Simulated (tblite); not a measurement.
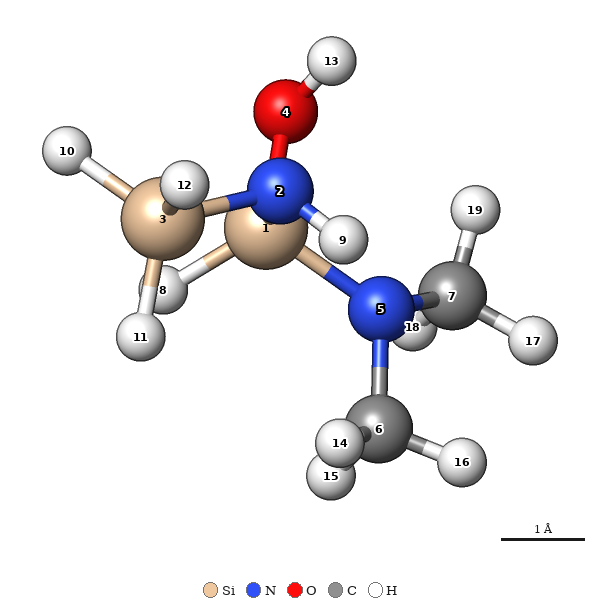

The starting structure (ball-and-stick view, seen at a tilt; atoms are numbered from 1 in the order of the input).

# C2H12N2OSi2: geometry relaxation (part 1 of 2)

The run: geometry relaxation of C2H12N2OSi2, SMILES CN(C)[SiH](O)N[SiH3]. Method and program: GFN2-xTB geometry optimisation, gas phase (tblite 0.8.0).

## The input
```
{"job": {"kind": "relax", "xc": "GFN2-xTB", "basis": "xTB"}, "charge": 0, "multiplicity": 1}
Si     0.516737    -0.535588    -0.669200
N      1.380053    -0.442233     0.779843
Si     2.756102     0.500628     0.571280
O      0.485528    -2.133037    -0.995193
N     -1.032362    -0.053723    -0.117876
C     -1.422854     1.365845    -0.070197
C     -2.231070    -0.821690    -0.551256
H      0.974777     0.332712    -1.798927
H      0.750544     0.020208     1.450993
H      3.691670    -0.130899    -0.443469
H      2.376150     1.849022     0.210109
H      3.445573     0.541234     1.926703
H      0.549821    -2.667041    -0.203765
H     -0.644080     1.964309     0.407816
H     -1.594885     1.770688    -1.089668
H     -2.308519     1.509241     0.547461
H     -3.123887    -0.532280     0.061338
H     -2.465236    -0.660608    -1.597834
H     -2.109090    -1.882612    -0.378957
```

The first line tells a small driver script what to run in tblite; the rest is the geometry in Å.

Launch command:
```bash
OMP_NUM_THREADS=1 python <driver script> task.json out
```

## What the program printed
```
step      E/eV     max force
  0    -649.25513    2.935
  1    -649.50434    1.081
  2    -649.58523    0.741
  3    -649.64165    0.662
  4    -649.70204    0.754
  5    -649.76663    0.616
  6    -649.81182    0.505
  7    -649.84669    0.496
  8    -649.87940    0.399
  9    -649.91182    0.375
 10    -649.93562    0.320
 11    -649.95187    0.278
 12    -649.96199    0.217
 13    -649.96887    0.241
 14    -649.97520    0.192
 15    -649.98035    0.146
 16    -649.98466    0.164
 17    -649.98886    0.167
 18    -649.99350    0.233
 19    -649.99787    0.148
 20    -650.00153    0.141
 21    -650.00420    0.139
 22    -650.00689    0.122
 23    -650.01019    0.164
 24    -650.01357    0.131
 25    -650.01639    0.137
 26    -650.01886    0.124
 27    -650.02116    0.112
 28    -650.02336    0.106
 29    -650.02549    0.103
 30    -650.02737    0.100
 31    -650.02899    0.099
 32    -650.03052    0.089
 33    -650.03194    0.086
 34    -650.03327    0.086
 35    -650.03474    0.092
 36    -650.03653    0.099
 37    -650.03864    0.107
 38    -650.04098    0.103
 39    -650.04322    0.113
 40    -650.04497    0.088
 41    -650.04618    0.086
 42    -650.04702    0.084
 43    -650.04773    0.076
 44    -650.04861    0.084
 45    -650.04972    0.084
 46    -650.05093    0.074
 47    -650.05213    0.072
 48    -650.05339    0.084
 49    -650.05477    0.128
 50    -650.05598    0.082
 51    -650.05697    0.057
 52    -650.05757    0.055
 53    -650.05808    0.064
 54    -650.05866    0.060
 55    -650.05935    0.090
 56    -650.06003    0.094
 57    -650.06064    0.067
 58    -650.06115    0.054
 59    -650.06158    0.046
 60    -650.06204    0.055
 61    -650.06254    0.055
 62    -650.06305    0.046
 63    -650.06349    0.043
 64    -650.06386    0.054
 65    -650.06422    0.045
 66    -650.06459    0.041
 67    -650.06493    0.039
 68    -650.06519    0.035
 69    -650.06542    0.040
 70    -650.06569    0.034
 71    -650.06609    0.040
 72    -650.06653    0.042
 73    -650.06699    0.049
 74    -650.06740    0.046
 75    -650.06781    0.051
 76    -650.06819    0.069
 77    -650.06858    0.044
 78    -650.06896    0.052
 79    -650.06951    0.063
 80    -650.07017    0.083
 81    -650.07110    0.088
 82    -650.07191    0.081
 83    -650.07256    0.093
 84    -650.07307    0.094
 85    -650.07370    0.052
 86    -650.07478    0.065
 87    -650.07531    0.062
 88    -650.07592    0.054
 89    -650.07644    0.054
 90    -650.07717    0.057
 91    -650.07782    0.080
 92    -650.07837    0.046
 93    -650.07876    0.038
 94    -650.07906    0.031
 95    -650.07928    0.039
 96    -650.07947    0.036
 97    -650.07971    0.039
 98    -650.08001    0.037
 99    -650.08026    0.024
100    -650.08042    0.026
101    -650.08052    0.026
102    -650.08063    0.032
103    -650.08078    0.027
104    -650.08100    0.026
105    -650.08121    0.029
106    -650.08135    0.031
107    -650.08150    0.026
108    -650.08165    0.026
109    -650.08177    0.022
110    -650.08185    0.022
111    -650.08193    0.023
112    -650.08206    0.026
113    -650.08225    0.031
114    -650.08250    0.040
115    -650.08278    0.040
116    -650.08311    0.038
117    -650.08357    0.042
118    -650.08420    0.049
119    -650.08493    0.068
120    -650.08567    0.083
121    -650.08625    0.086
122    -650.08725    0.067
123    -650.08823    0.055
124    -650.08891    0.056
125    -650.08960    0.061
126    -650.09041    0.058
127    -650.09131    0.056
128    -650.09221    0.054
129    -650.09266    0.144
130    -650.09247    0.112
131    -650.09361    0.055
132    -650.09386    0.093
133    -650.09424    0.043
134    -650.09457    0.057
135    -650.09488    0.031
136    -650.09512    0.038
137    -650.09532    0.048
138    -650.09558    0.046
139    -650.09590    0.065
140    -650.09620    0.060
141    -650.09659    0.087
142    -650.09708    0.073
143    -650.09764    0.046
144    -650.09796    0.068
145    -650.09821    0.062
146    -650.09845    0.053
147    -650.09879    0.044
148    -650.09921    0.047
149    -650.09959    0.038
150    -650.09984    0.042
151    -650.10006    0.060
152    -650.10032    0.035
153    -650.10069    0.059
154    -650.10097    0.054
155    -650.10131    0.049
156    -650.10158    0.039
157    -650.10183    0.030
158    -650.10202    0.032
159    -650.10217    0.025
160    -650.10226    0.024
161    -650.10233    0.023
162    -650.10239    0.021
163    -650.10248    0.019
164    -650.10254    0.017
165    -650.10260    0.016
166    -650.10263    0.015
167    -650.10267    0.013
168    -650.10270    0.011
169    -650.10272    0.012
170    -650.10274    0.013
171    -650.10277    0.013
172    -650.10280    0.017
173    -650.10286    0.019
174    -650.10294    0.022
175    -650.10301    0.025
176    -650.10307    0.020
177    -650.10313    0.020
178    -650.10318    0.017
179    -650.10322    0.013
180    -650.10326    0.017
181    -650.10329    0.019
182    -650.10332    0.014
183    -650.10335    0.008
184    -650.10336    0.006
```

## Trajectory as extended XYZ (Å, eV, eV/Å), 25 of the 28 frames kept, from step=0 to step=184
```
19
Properties=species:S:1:pos:R:3:forces:R:3 step=0 energy=-649.25513
Si    0.5167   -0.5356   -0.6692   -0.9930  -0.3230  -1.6470
N     1.3801   -0.4422    0.7798   -0.5940   0.3830   1.6670
Si    2.7561    0.5006    0.5713    2.8460   0.2970   0.6560
O     0.4855   -2.1330   -0.9952    0.0140   0.1560  -0.2850
N    -1.0324   -0.0537   -0.1179   -2.6370   0.3860  -0.2920
C    -1.4229    1.3658   -0.0702    0.6480  -0.2180  -0.1880
C    -2.2311   -0.8217   -0.5513   -0.0090   0.4610   0.8990
H     0.9748    0.3327   -1.7989   -0.1250  -0.7320   0.2550
H     0.7505    0.0202    1.4510    0.5620  -0.5670  -0.0100
H     3.6917   -0.1309   -0.4435   -0.6620   0.3760   0.5830
H     2.3761    1.8490    0.2101    0.1160   0.4310  -0.2080
H     3.4456    0.5412    1.9267   -0.3740  -0.0310  -0.7290
H     0.5498   -2.6670   -0.2038    0.0820  -0.1010  -0.1440
H    -0.6441    1.9643    0.4078    0.2000  -0.1750  -0.1890
H    -1.5949    1.7707   -1.0897   -0.0570  -0.1490   0.4940
H    -2.3085    1.5092    0.5475   -0.1550  -0.2190  -0.1640
H    -3.1239   -0.5323    0.0613    0.7430   0.0400  -0.4230
H    -2.4652   -0.6606   -1.5978   -0.0130   0.0920  -0.1850
H    -2.1091   -1.8826   -0.3790    0.4060  -0.1080  -0.0910
19
Properties=species:S:1:pos:R:3:forces:R:3 step=7 energy=-649.84669
Si    0.4042   -0.5489   -0.6407    0.1380   0.1080  -0.1470
N     1.3787   -0.2803    0.7530    0.0430  -0.0920   0.2900
Si    2.8654    0.5661    0.6353    0.2160  -0.0330   0.0420
O     0.4650   -2.1187   -1.0427   -0.0790  -0.0520   0.1270
N    -1.1565   -0.0449   -0.1439    0.0150   0.0050  -0.0120
C    -1.4323    1.3662   -0.0695   -0.0480  -0.0230  -0.0760
C    -2.2901   -0.8228   -0.5623    0.0500   0.0950   0.0520
H     0.9350    0.1433   -1.7944    0.0370  -0.0020  -0.3230
H     0.8367   -0.0478    1.5665   -0.0270  -0.0490   0.2120
H     3.6457   -0.1081   -0.3956    0.0820  -0.0160   0.0610
H     2.4996    1.9003    0.1857    0.2580   0.4230  -0.0190
H     3.4872    0.5439    1.9645   -0.0540   0.0220  -0.1140
H     0.5764   -2.6893   -0.2874    0.0430  -0.2580  -0.0780
H    -0.5754    1.8785    0.3701   -0.1960  -0.0370   0.0460
H    -1.6192    1.7986   -1.0590   -0.0030   0.0460  -0.0530
H    -2.3362    1.5053    0.5277    0.1140   0.1890   0.1530
H    -3.1408   -0.5156    0.0536   -0.1000  -0.3010  -0.1360
H    -2.5212   -0.6651   -1.6226   -0.1500  -0.0550   0.0600
H    -2.0273   -1.8663   -0.3991   -0.3380   0.0310  -0.0880
19
Properties=species:S:1:pos:R:3:forces:R:3 step=14 energy=-649.97520
Si    0.4027   -0.5347   -0.6210    0.0390  -0.0820  -0.0750
N     1.3887   -0.2051    0.7717   -0.1150   0.0360  -0.0390
Si    2.8931    0.6208    0.6431   -0.0330  -0.0390  -0.0090
O     0.4329   -2.1126   -1.0076   -0.0090  -0.0430   0.0130
N    -1.1869   -0.0455   -0.1735    0.0020  -0.0350   0.0950
C    -1.4496    1.3703   -0.0756   -0.0050  -0.0300   0.0050
C    -2.3258   -0.8309   -0.5802    0.0000   0.0510   0.0060
H     0.9214    0.0505   -1.8633   -0.0380  -0.0220   0.1700
H     0.8889   -0.1041    1.6456    0.0860  -0.0060  -0.1710
H     3.6670   -0.1033   -0.3546    0.0940  -0.0230  -0.0420
H     2.6768    2.0012    0.1998    0.1010   0.1120   0.0230
H     3.5021    0.5620    1.9662    0.0320   0.0360   0.0980
H     0.6005   -2.7791   -0.3487    0.0000   0.0140   0.0520
H    -0.5857    1.8604    0.3704   -0.0110  -0.0130  -0.0560
H    -1.6389    1.8203   -1.0571   -0.0240   0.0310   0.0000
H    -2.3184    1.5543    0.5587   -0.0600  -0.0470   0.0340
H    -3.1921   -0.5806    0.0353   -0.0050   0.0300   0.0400
H    -2.5890   -0.6664   -1.6292   -0.0490   0.0120  -0.0640
H    -2.0924   -1.8832   -0.4406   -0.0030   0.0190  -0.0790
19
Properties=species:S:1:pos:R:3:forces:R:3 step=21 energy=-650.00420
Si    0.3799   -0.5663   -0.6222    0.0880   0.0480  -0.0550
N     1.3929   -0.1526    0.7236    0.0000  -0.0030   0.0240
Si    2.9200    0.6408    0.6373    0.0020   0.0040   0.0070
O     0.4130   -2.1530   -0.9847   -0.0420   0.0600   0.0760
N    -1.2047   -0.0594   -0.1668    0.0250  -0.0300  -0.0740
C    -1.4653    1.3586   -0.0709    0.0190  -0.0180   0.0110
C    -2.3499   -0.8237   -0.5940   -0.0390  -0.0310  -0.0020
H     0.9153    0.0362   -1.8379   -0.0180  -0.0330  -0.0440
H     0.9180   -0.1220    1.6128    0.0520   0.0390  -0.0320
H     3.7159   -0.0970   -0.3394    0.0320   0.0180   0.0000
H     2.8027    2.0518    0.2357   -0.0040  -0.0230  -0.0250
H     3.4962    0.5872    1.9807   -0.0130  -0.0430   0.0450
H     0.6082   -2.8111   -0.3242   -0.0040   0.0440   0.0370
H    -0.5972    1.8570    0.3520    0.0520  -0.0380   0.0430
H    -1.6659    1.8181   -1.0463   -0.0710  -0.0680  -0.0250
H    -2.3246    1.5383    0.5785   -0.0370  -0.0260   0.0130
H    -3.2044   -0.5894    0.0420   -0.0710   0.0280   0.0290
H    -2.6278   -0.6381   -1.6365   -0.0180   0.1330  -0.0380
H    -2.1276   -1.8813   -0.5006    0.0460  -0.0620   0.0080
19
Properties=species:S:1:pos:R:3:forces:R:3 step=28 energy=-650.02336
Si    0.3799   -0.5627   -0.6370    0.0220  -0.0170  -0.0030
N     1.4110   -0.1148    0.6851    0.0610   0.0200  -0.0460
Si    2.9547    0.6517    0.6424    0.0110   0.0380  -0.0340
O     0.3753   -2.1615   -0.9329    0.0060  -0.0200  -0.0250
N    -1.2111   -0.0796   -0.1822    0.0270   0.0050   0.0280
C    -1.4777    1.3309   -0.0649   -0.0210   0.0360   0.0160
C    -2.3716   -0.8171   -0.6119    0.0090  -0.0100  -0.0090
H     0.9109    0.0145   -1.8666   -0.0110  -0.0400  -0.0340
H     0.9567   -0.1044    1.5820   -0.0690   0.0170   0.0780
H     3.7746   -0.0778   -0.3243    0.0060   0.0070   0.0400
H     2.8829    2.0705    0.2442   -0.0260  -0.0760   0.0090
H     3.4773    0.5739    2.0116   -0.0180  -0.0320  -0.0470
H     0.6131   -2.7971   -0.2654    0.0200   0.0390   0.0560
H    -0.6012    1.8229    0.3454    0.0120   0.0680  -0.0060
H    -1.7177    1.7800   -1.0354    0.0160   0.0530  -0.0270
H    -2.3289    1.4964    0.5982   -0.0220   0.0020   0.0830
H    -3.2147   -0.5950    0.0471    0.0090  -0.0240   0.0540
H    -2.6689   -0.5589   -1.6344   -0.0010  -0.0240  -0.0450
H    -2.1495   -1.8776   -0.5617   -0.0300  -0.0450  -0.0880
19
Properties=species:S:1:pos:R:3:forces:R:3 step=42 energy=-650.04702
Si    0.3748   -0.5729   -0.6655   -0.0190   0.0240   0.0160
N     1.4067   -0.0694    0.6358   -0.0070   0.0000   0.0100
Si    2.9759    0.6415    0.6294   -0.0060  -0.0020   0.0080
O     0.3954   -2.1917   -0.8404   -0.0290  -0.0030   0.0120
N    -1.2146   -0.0718   -0.2136    0.0010   0.0140  -0.0570
C    -1.5003    1.3324   -0.0340    0.0100  -0.0200   0.0200
C    -2.3749   -0.8044   -0.6606    0.0130  -0.0050   0.0100
H     0.8880   -0.0970   -1.9445    0.0090   0.0160   0.0010
H     0.9374   -0.0333    1.5269   -0.0120   0.0260   0.0110
H     3.8558   -0.0854   -0.2811   -0.0480  -0.0420  -0.0550
H     2.9201    2.0557    0.2384    0.0110   0.0300  -0.0170
H     3.4582    0.5186    2.0065    0.0010   0.0230   0.0440
H     0.6514   -2.7355   -0.1012   -0.0090  -0.0170   0.0030
H    -0.6113    1.8361    0.3369   -0.0060   0.0050  -0.0250
H    -1.8124    1.8096   -0.9730    0.0340  -0.0200   0.0400
H    -2.3095    1.4583    0.6921    0.0130  -0.0230   0.0030
H    -3.1861   -0.6915    0.0645    0.0090   0.0050   0.0180
H    -2.7381   -0.4485   -1.6330    0.0250  -0.0100   0.0090
H    -2.1217   -1.8566   -0.7444    0.0100  -0.0010  -0.0510
19
Properties=species:S:1:pos:R:3:forces:R:3 step=49 energy=-650.05477
Si    0.3809   -0.5766   -0.6716    0.0170   0.0230   0.0580
N     1.3986   -0.0512    0.6316   -0.0370   0.0200   0.0880
Si    2.9771    0.6367    0.6268   -0.0250   0.0000   0.0090
O     0.3861   -2.1995   -0.7841   -0.0220  -0.0690  -0.1060
N    -1.2069   -0.0667   -0.2445   -0.0030   0.0170   0.0220
C    -1.4985    1.3267   -0.0169    0.0040   0.0410   0.0030
C    -2.3645   -0.8018   -0.6879    0.0120   0.0160   0.0030
H     0.8910   -0.1229   -1.9608    0.0290  -0.0230   0.0220
H     0.9081    0.0245    1.5108    0.0370   0.0320  -0.0500
H     3.8103   -0.1241   -0.3026   -0.0220   0.0030   0.0170
H     2.9440    2.0515    0.2287    0.0270   0.0080  -0.0170
H     3.4484    0.5289    2.0128    0.0100  -0.0010  -0.0420
H     0.6556   -2.7333   -0.0427    0.0030   0.0300   0.0210
H    -0.6067    1.8398    0.3331    0.0340  -0.0460   0.0200
H    -1.8407    1.8275   -0.9307   -0.0300  -0.0170  -0.0220
H    -2.2842    1.4257    0.7380   -0.0080  -0.0130   0.0060
H    -3.1519   -0.7447    0.0693   -0.0110  -0.0090  -0.0030
H    -2.7630   -0.4072   -1.6289   -0.0230   0.0330  -0.0270
H    -2.0887   -1.8391   -0.8410    0.0080  -0.0450  -0.0030
19
Properties=species:S:1:pos:R:3:forces:R:3 step=56 energy=-650.06003
Si    0.3841   -0.5833   -0.6622    0.0260   0.0040   0.0040
N     1.3842   -0.0417    0.6479   -0.0020   0.0200   0.0350
Si    2.9651    0.6383    0.6207    0.0170   0.0020   0.0140
O     0.3799   -2.2082   -0.7788    0.0270   0.0150   0.0110
N    -1.2028   -0.0626   -0.2588   -0.0370  -0.0640   0.0570
C    -1.4955    1.3249   -0.0051   -0.0030  -0.0200  -0.0090
C    -2.3557   -0.8004   -0.7055   -0.0640  -0.0240  -0.0190
H     0.9141   -0.1439   -1.9475    0.0260   0.0010  -0.0010
H     0.8865    0.0810    1.5162   -0.0040   0.0210  -0.0230
H     3.7622   -0.1510   -0.3121    0.0230  -0.0100  -0.0100
H     2.9682    2.0510    0.2120   -0.0120  -0.0040  -0.0210
H     3.4536    0.5393    1.9992    0.0130  -0.0080  -0.0040
H     0.6505   -2.7224   -0.0231   -0.0120  -0.0150  -0.0150
H    -0.5941    1.8264    0.3371   -0.0120   0.0110   0.0010
H    -1.8569    1.8299   -0.9093   -0.0050   0.0250   0.0130
H    -2.2691    1.4087    0.7652    0.0110   0.0040  -0.0120
H    -3.1344   -0.7816    0.0643    0.0080   0.0160  -0.0180
H    -2.7748   -0.3788   -1.6277   -0.0010  -0.0080   0.0100
H    -2.0702   -1.8315   -0.8934    0.0010   0.0360  -0.0120
19
Properties=species:S:1:pos:R:3:forces:R:3 step=63 energy=-650.06349
Si    0.3884   -0.5819   -0.6504    0.0000  -0.0300  -0.0210
N     1.3774   -0.0258    0.6618   -0.0110   0.0120  -0.0180
Si    2.9667    0.6346    0.6148    0.0030   0.0000   0.0090
O     0.3991   -2.2059   -0.7715    0.0240   0.0040   0.0120
N    -1.2067   -0.0747   -0.2516    0.0000   0.0010  -0.0210
C    -1.4961    1.3130    0.0072   -0.0120   0.0100   0.0050
C    -2.3606   -0.8010   -0.7188   -0.0010   0.0070  -0.0220
H     0.9467   -0.1540   -1.9292   -0.0360   0.0130   0.0050
H     0.8630    0.1446    1.5110    0.0220   0.0250   0.0260
H     3.7477   -0.1715   -0.3180    0.0090  -0.0090   0.0010
H     2.9766    2.0424    0.1868   -0.0020  -0.0110  -0.0070
H     3.4686    0.5399    1.9878    0.0130   0.0020   0.0100
H     0.6372   -2.7258   -0.0089   -0.0170  -0.0090  -0.0070
H    -0.5930    1.8172    0.3391    0.0060   0.0040   0.0210
H    -1.8683    1.8256   -0.8879   -0.0040  -0.0080  -0.0270
H    -2.2610    1.3964    0.7846   -0.0170   0.0000   0.0290
H    -3.1386   -0.8046    0.0523    0.0340  -0.0170  -0.0200
H    -2.7849   -0.3527   -1.6258    0.0210   0.0060   0.0040
H    -2.0671   -1.8218   -0.9440   -0.0310   0.0010   0.0210
19
Properties=species:S:1:pos:R:3:forces:R:3 step=70 energy=-650.06569
Si    0.3895   -0.5848   -0.6419    0.0150  -0.0090  -0.0140
N     1.3702    0.0026    0.6630    0.0140  -0.0180  -0.0040
Si    2.9734    0.6281    0.6129    0.0110   0.0140  -0.0130
O     0.4262   -2.2087   -0.7573    0.0080   0.0260   0.0060
N    -1.2094   -0.0793   -0.2567    0.0220  -0.0080   0.0060
C    -1.5021    1.3050    0.0199    0.0060  -0.0070   0.0010
C    -2.3614   -0.7986   -0.7380    0.0230   0.0080   0.0070
H     0.9443   -0.1633   -1.9244   -0.0330   0.0000   0.0020
H     0.8598    0.2053    1.5071   -0.0140   0.0060   0.0170
H     3.7442   -0.1920   -0.3168    0.0000  -0.0150   0.0140
H     2.9887    2.0297    0.1662    0.0230   0.0030   0.0060
H     3.4833    0.5401    1.9853   -0.0080   0.0040  -0.0190
H     0.6202   -2.7339    0.0142   -0.0240   0.0110  -0.0020
H    -0.5977    1.8103    0.3463    0.0090   0.0040   0.0120
H    -1.8849    1.8209   -0.8687   -0.0120   0.0050  -0.0100
H    -2.2570    1.3802    0.8083   -0.0240  -0.0110   0.0050
H    -3.1311   -0.8307    0.0388   -0.0310   0.0130  -0.0030
H    -2.7903   -0.3239   -1.6285   -0.0010  -0.0080  -0.0040
H    -2.0710   -1.8129   -0.9905    0.0160  -0.0170  -0.0090
```
